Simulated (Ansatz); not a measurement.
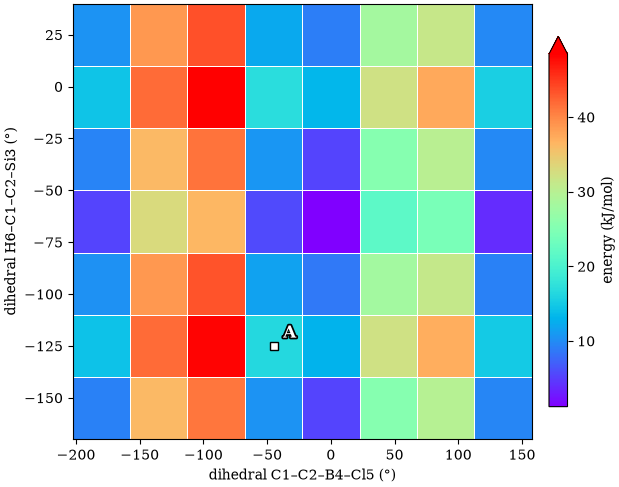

C2H8BClSi, SMILES CC([SiH3])BCl. The first coordinate is: dihedral C1–C2–B4–Cl5; the second: dihedral H6–C1–C2–Si3. Nothing is relaxed (all other coordinates rigid). Grid: 8 × 7 points. Energies are in kJ/mol, from the relaxed molecule at the same level. Energies and slopes of some neighbouring points disagree (a jump in structure or state, or too coarse a mesh). The calculation used RKS r2SCAN-D4/def2-SVP in Ansatz 0.2.0.

Drawn: one coloured cell a grid point, one colour for all values above the top of the scale, the point A.

Which way does the force act at A, and how strong is it?

Answer. A, at dihedral C1–C2–B4–Cl5 = −45°, dihedral H6–C1–C2–Si3 = −125°, is not a stationary point. The computed force is 0.51 kJ/mol for each degree towards larger values of dihedral C1–C2–B4–Cl5 and 0.035 kJ/mol for each degree towards smaller values of dihedral H6–C1–C2–Si3.
